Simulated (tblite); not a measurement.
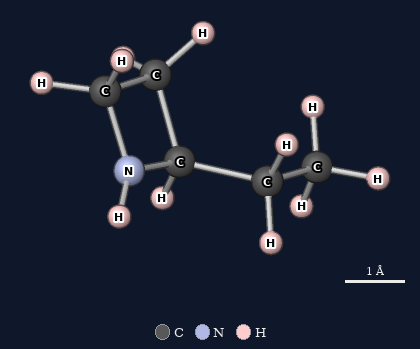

Fig. 1: The input geometry (ball-and-stick view, seen at a tilt). Bond lengths as drawn: C–C 1.51 to 1.56 Å, C–H 1.09 to 1.10 Å, C–N 1.41 Å and H–N 1.01 Å.

## Frequency calculation of C₅H₁₁N (charge +1)

C₅H₁₁N, charge +1, multiplicity 2, computed with GFN2-xTB harmonic vibrations, gas phase (tblite 0.8.0).

It belongs to a series of runs on one base structure; here: electron removed.

## The program's output
```
mode    cm-1     km/mol
  1     101.0      0.38
  2     124.5      4.11
  3     199.7      1.28
  4     249.0      8.60
  5     322.2     76.48
  6     389.2      7.48
  7     401.5     42.77
  8     726.1      9.42
  9     734.0      8.64
 10     806.4      3.60
 11     886.0      5.29
 12     952.3     68.72
 13     977.5     18.83
 14     995.1     15.86
 15    1003.5     58.66
 16    1018.9    131.91
 17    1046.3      9.61
 18    1051.8      3.73
 19    1068.7      4.97
 20    1085.7     11.96
 21    1159.0     15.04
 22    1174.4     14.18
 23    1184.8     42.42
 24    1210.7      2.03
 25    1229.3      2.69
 26    1240.8     22.06
 27    1269.1     70.38
 28    1303.2      0.24
 29    1376.7    151.02
 30    1389.1     69.52
 31    1408.9     44.02
 32    1420.7     39.14
 33    1453.4      4.34
 34    1468.0     15.02
 35    2857.1     16.32
 36    2864.5      6.01
 37    2909.2     49.52
 38    2989.1      6.03
 39    3001.9     28.47
 40    3005.8     60.00
 41    3029.0      2.72
 42    3038.0      8.08
 43    3054.8     10.55
 44    3057.6     11.73
 45    3416.6     78.72
```

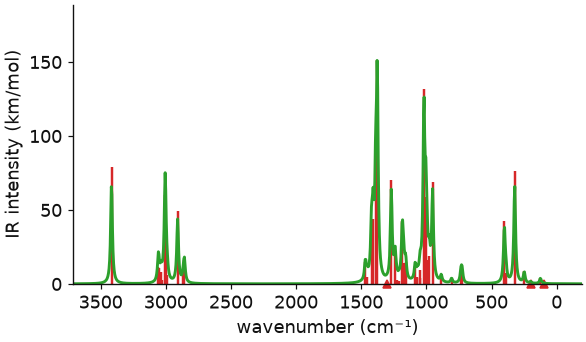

Fig. 2: Harmonic infrared spectrum, unscaled: sticks (degenerate modes added up, dark ones marked on the axis) with a Lorentzian envelope of 16 cm⁻¹ full width, scaled to the tallest stick. 45 modes from 101 to 3417 cm⁻¹, none imaginary. The strongest line is at 1377 cm⁻¹ (151 km/mol).

The run was set up as follows.

## The input
```
{"job": {"kind": "ir", "xc": "GFN2-xTB", "basis": "xTB"}, "charge": 1, "multiplicity": 2}
C      2.262496     0.080419     0.158406
C      1.025479    -0.772427     0.330439
C     -0.215551    -0.107211    -0.335547
C     -0.861376     1.090688     0.374341
C     -2.103909     0.208592     0.523665
N     -1.426423    -0.812246    -0.182322
H      2.130076     1.076451     0.572282
H      3.086264    -0.396491     0.690344
H      2.553104     0.165185    -0.885335
H      0.794257    -0.905758     1.388630
H      1.170489    -1.753318    -0.123592
H      0.063091     0.048323    -1.387129
H     -0.996303     1.975841    -0.242968
H     -0.390368     1.385588     1.308662
H     -3.019780     0.559052     0.029355
H     -2.397390    -0.063581     1.546933
H     -1.681154    -1.767078    -0.389514
```

The first line tells a small driver script what to run in tblite; the rest is the geometry in Å.

Launch command:
```bash
OMP_NUM_THREADS=1 python <driver script> task.json out
```

## Key numbers

- outcome: converged
- total energy: −510.1043 eV
- zero-point energy: 93.8530 kcal/mol
- hardware: 1 CPU thread, shared host
- peak memory: 0.18 GiB
